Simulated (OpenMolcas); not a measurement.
## Cu²⁺ complex: multiconfigurational calculation

- system: Cu²⁺ with 6 ligands (Cl; octahedron, 2.49 Å), neutralised by 6 outer point charges of +0.67 e, whose field is part of the energies.
- method: state-averaged CASSCF, active space 9 electrons in the shell 3d, basis ANO-RCC-VTZP on the metal and ANO-RCC-VDZP on the ligands, DKH2 scalar Hamiltonian, spin-orbit coupling by RASSI with atomic mean-field integrals (OpenMolcas)

The program's output (extracts):
```
--- SEWARD ---
Basis set label: CU.ANO-RCC...6S5P3D2F1G.

      Electronic valence basis set:
      ------------------
      Associated Effective Charge  29.000000 au
      Associated Actual Charge     29.000000 au
      Nuclear Model: Point charge

      Shell  nPrim  nBasis  Cartesian Spherical Contaminant
         s      21       6        X
         p      15       5        X
         d      10       3                 X
         f       6       2                 X
         g       4       1                 X
                  Relativistic Douglas-Kroll-Hess integrals:
                    - DKH order of Hamiltonian: 2
                    - DKH order of Properties : 0
                  Atomic mean-field integrals
--- RASSCF ---
Wave function specifications:
      -----------------------------

      Number of closed shell electrons         126
      Number of electrons in active shells       9
      Max number of holes in RAS1 space          0
      Max nr of electrons in RAS3 space          0
      Number of inactive orbitals               63
      Number of active orbitals                  5
      Number of secondary orbitals              99
      Spin quantum number                      0.5
      State symmetry                             1
Orbital specifications:
      -----------------------

      Symmetry species                           1   2
                                                ag  au
      Frozen orbitals                            0   0
      Inactive orbitals                         30  33
      Active orbitals                            5   0
      RAS1 orbitals                              0   0
      RAS2 orbitals                              5   0
      RAS3 orbitals                              0   0
      Secondary orbitals                        49  50
      Deleted orbitals                           0   0
      Number of basis functions                 84  83
      Number of CSFs                             5
      Number of root(s) required                 5
      Iter CI   SX   CI       RASSCF       Energy    max ROT     max BLB   max BLB  Level Ln srch  Step   QN
          iter iter root      energy       change     param      element    value   shift minimum  type update
 Nr of preliminary CI iterations:   1
      Total energies have been shifted. Add                -4000.00 au
        1   1   14    0  -419.71049999    0.00E+00  -4.19E-02   35  41 1  2.98E-01*  1.56   0.00    SX    NO
        2   1   15    0  -420.01001910   -3.00E-01* -3.19E-02    3  57 1 -1.23E-01*  1.29   0.00    SX    NO
        3   1   14    0  -420.09909392   -8.91E-02* -2.13E-02   11  34 2  5.32E-02*  1.29   0.00    SX    NO
        4   1   14    0  -420.12236689   -2.33E-02* -8.60E-03    8  42 1 -3.01E-02*  1.24   0.00    SX    NO
        5   1   13    0  -420.12996701   -7.60E-03* -9.03E-03    8  42 1 -2.22E-02*  1.24   2.14    LS   YES
        6   1   13    0  -420.13296568   -3.00E-03* -6.63E-03    4  44 2 -3.87E-02*  1.24   1.08    QN   YES
        7   1   12    0  -420.13483160   -1.87E-03* -3.11E-03   33  39 1 -9.24E-03*  1.21   1.04    QN   YES
        8   1   12    0  -420.13535340   -5.22E-04* -3.07E-03   33  39 1 -4.51E-03*  1.21   2.01    LS   YES
        9   1   11    0  -420.13553020   -1.77E-04* -1.13E-03   24  76 1 -2.91E-03*  1.22   1.03    QN   YES
       10   1   11    0  -420.13557893   -4.87E-05* -1.03E-03   24  76 1 -1.58E-03*  1.22   1.92    LS   YES
       11   1   10    0  -420.13559367   -1.47E-05* -5.09E-04   33  39 1  1.03E-03*  1.22   1.02    QN   YES
       12   1    9    0  -420.13560064   -6.98E-06*  2.40E-04   11  58 2 -2.95E-04*  1.22   1.40    QN   YES
       13   1    9    0  -420.13560197   -1.33E-06* -6.72E-05   11  34 2 -1.60E-04*  1.22   1.27    QN   YES
       14   1    8    0  -420.13560226   -2.83E-07* -3.62E-05    8  36 1 -8.10E-05   1.22   1.54    LS   YES
       15   1    8    0  -420.13560230   -4.10E-08*  2.81E-05    4  54 2 -7.93E-05   1.22   1.03    QN   YES
       16   1    7    0  -420.13560235   -5.10E-08* -2.34E-05    8  36 1 -3.64E-05   1.22   1.66    QN   YES
       17   1    6    0  -420.13560236   -1.49E-08* -6.58E-06    8  36 1 -1.30E-05   1.22   1.15    QN   YES
       18   1    6    0  -420.13560237   -2.57E-09  -5.35E-06    8  36 1 -7.78E-06   1.22   1.16    QN   YES
      Convergence after 18 iterations
       19   1    6    0  -420.13560237   -7.11E-10  -5.35E-06    8  36 1 -3.62E-06   1.22   1.16    QN   YES
      Natural orbitals and occupation numbers for root  1
      sym 1:   2.000000   2.000000   1.000000   2.000000   2.000000
      Natural orbitals and occupation numbers for root  2
      sym 1:   2.000000   2.000000   2.000000   2.000000   1.000000
      Natural orbitals and occupation numbers for root  3
      sym 1:   2.000000   1.000000   2.000000   2.000000   2.000000
::    RASSCF root number  1 Total energy:  -4420.14379321
::    RASSCF root number  2 Total energy:  -4420.14379321
::    RASSCF root number  3 Total energy:  -4420.13014181
::    RASSCF root number  4 Total energy:  -4420.13014181
::    RASSCF root number  5 Total energy:  -4420.13014181
--- RASSI ---
SPIN-FREE ENERGIES:
  (Shifted by EMIN (a.u.) =      -4420.1437932106)

 SF State       Relative EMIN(au)   Rel lowest level(eV)    D:o, cm**(-1)

     1             0.0000000000        0.0000000000              0.0000
     2             0.0000000000        0.0000000000              0.0000
     3             0.0136514043        0.3714736364           2996.1369
     4             0.0136514043        0.3714736364           2996.1369
     5             0.0136514043        0.3714736364           2996.1369
     Dipole printing threshold changed to   1.00000000E+00
Eigenvalues of complex Hamiltonian:
   -----------------------------------
  (Shifted by EMIN (a.u.) =      -4420.1437932106)

 SO State       Relative EMIN(au)   Rel lowest level(eV)    D:o, cm**(-1)

     1            -0.0012146208        0.0000000000              0.0000
     2            -0.0012146208        0.0000000000              0.0000
     3            -0.0012146208        0.0000000001              0.0000
     4            -0.0012146208        0.0000000001              0.0000
     5             0.0099588915        0.3040467584           2452.3025
     6             0.0099588915        0.3040467584           2452.3025
     7             0.0167122816        0.4878158662           3934.5003
     8             0.0167122816        0.4878158663           3934.5003
     9             0.0167122816        0.4878158662           3934.5003
    10             0.0167122816        0.4878158663           3934.5003
Weights of the five most important spin-orbit-free states for each spin-orbit state.

 SO State  Total energy (au)           Spin-free states, spin, and weights
 -------------------------------------------------------------------------------------------------------
    1        -0.001215       2 0.5  0.8889    1 0.5  0.0434    3 0.5  0.0354    4 0.5  0.0319    5 0.5  0.0004
    2        -0.001215       2 0.5  0.8474    1 0.5  0.0849    4 0.5  0.0345    3 0.5  0.0323    5 0.5  0.0010
    3        -0.001215       1 0.5  0.8858    2 0.5  0.0465    5 0.5  0.0444    4 0.5  0.0137    3 0.5  0.0097
    4        -0.001215       1 0.5  0.8505    2 0.5  0.0818    5 0.5  0.0445    3 0.5  0.0130    4 0.5  0.0102
    5         0.009959       4 0.5  0.3333    5 0.5  0.3333    3 0.5  0.3333    2 0.5  0.0000    1 0.5  0.0000
    6         0.009959       4 0.5  0.3333    5 0.5  0.3333    3 0.5  0.3333    2 0.5  0.0000    1 0.5  0.0000
    7         0.016712       5 0.5  0.6213    3 0.5  0.1650    4 0.5  0.1459    1 0.5  0.0631    2 0.5  0.0047
    8         0.016712       4 0.5  0.4756    3 0.5  0.4565    2 0.5  0.0631    1 0.5  0.0047    5 0.5  0.0002
    9         0.016712       5 0.5  0.6213    3 0.5  0.1650    4 0.5  0.1459    1 0.5  0.0631    2 0.5  0.0047
   10         0.016712       4 0.5  0.4756    3 0.5  0.4565    2 0.5  0.0631    1 0.5  0.0047    5 0.5  0.0002
 -------------------------------------------------------------------------------------------------------
```

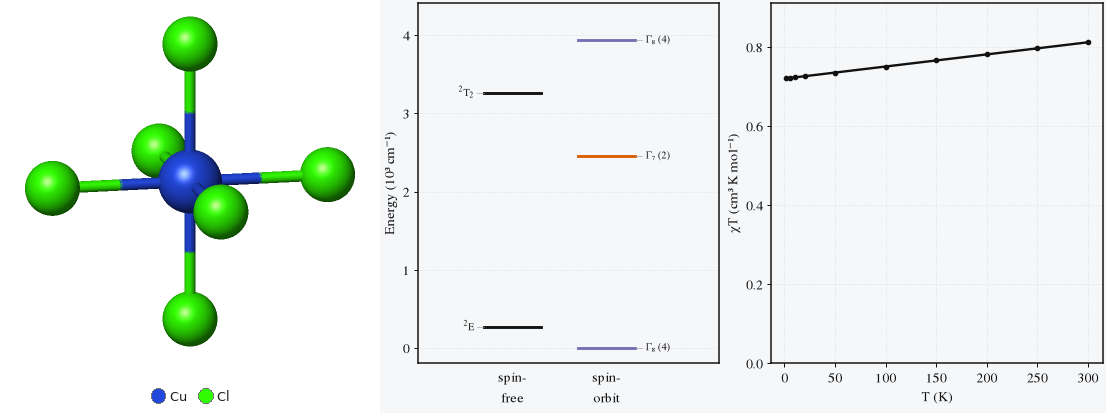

Figure 1. Cu²⁺ (3d⁹) with 6 ligands, Cl⁻, at 2.49 Å (arrangement: octahedron, Oh), neutralised by outer point charges of +0.67 e, and its levels and susceptibility. Labels give the representation in O, Td, D4 or D3 as the site allows (double group for half-integer spin) where it could be assigned and, in brackets, the degeneracy; spin-free states, where drawn, share the zero of the spin-orbit levels. Powder susceptibility by Van Vleck's formula. The ground level is Γ₈, 4-fold degenerate, 100 % from states of spin multiplicity 2. The next level lies at 2,450 cm⁻¹ (Γ₇). The lowest spin-free state is ²E, from the free-ion D term; of the same spin there follows at 3,000 cm⁻¹ (²T₂) above it. A ligand-field fit to the spin-free states gives |10Dq| = 3,000 cm⁻¹. χT is 0.721 cm³ K mol⁻¹ at 2 K and 0.812 at 300 K, an effective moment of 2.55 μB. The active orbitals hold 96 to 99 % metal character (Löwdin), and the Mulliken charge of the metal is +1.26.

Input file:
```
&GATEWAY
Coord
7

Cu 0.0 0.0 0.0
Cl 2.490000 0.000000 0.000000
Cl 0.000000 2.490000 0.000000
Cl -2.490000 0.000000 0.000000
Cl 0.000000 -2.490000 0.000000
Cl 0.000000 0.000000 2.490000
Cl 0.000000 0.000000 -2.490000
Basis=Cu.ANO-RCC-VTZP,Cl.ANO-RCC-VDZP
Group=XYZ
NoMove
AngMom=0.0 0.0 0.0
AMFI
RICD
XField
3 Angstrom 0
5.290000 0.000000 0.000000 0.666667
0.000000 5.290000 0.000000 0.666667
0.000000 0.000000 5.290000 0.666667
&SEWARD
&RASSCF
FileOrb=start.orb
Symmetry=1
Spin=2
nActEl=9 0 0
Inactive=30 33
Ras2=5 0
CIRoot=5 5 1
SDav=5
CIMx=300
Iter=150 100
PrWF=0.3
OrbListing=Nothing
MaxOrb=0
LevShft=1.0
>>> COPY $Project.JobIph JOB001
&RASSI
NrOfJobIphs=1 5
1 2 3 4 5
IphNames
JOB001
EJob
SpinOrbit
DIPRint=1.0
SOCoupling=1000.0
Subsets=2
Property=9
'ANGMOM' 1 'ANGMOM' 2 'ANGMOM' 3 'MLTPL  1' 1 'MLTPL  1' 2 'MLTPL  1' 3
'AMFI' 1 'AMFI' 2 'AMFI' 3
SOProperty=3
'ANGMOM' 1 'ANGMOM' 2 'ANGMOM' 3
```

The file start.orb holds starting orbitals from an earlier step. A driver script formed the levels outside the program, from RASSI's spin-orbit matrix and the active-space energies, averaged over the components of each term or state.

Launched with:
```bash
OMP_NUM_THREADS=1 MOLCAS_MEM=2457 MOLCAS_PROJECT=a pymolcas a.inp > a.log  # once for each step of the input, in one work folder
```

Key numbers:

| quantity | value |
| --- | --- |
| outcome | converged |
| energy of the lowest spin-free term | −4420.14379 hartree |
| energy of the lowest spin-orbit level | −4420.14501 hartree |
| largest spread among components of a term | 0.0 cm⁻¹ |
| hardware | 1 thread of Arm Neoverse V1, 24 GiB of memory available, shared host |
| wall time | 19 s |
| peak memory | 0.2 GiB |

Remarks:

Without dynamic correlation the splittings between terms come out too large, often by 20 to 50 %. Caveats: orbital doublet at a regular site, Jahn-Teller distortion not allowed for; distances are set from ionic radii, not optimised.
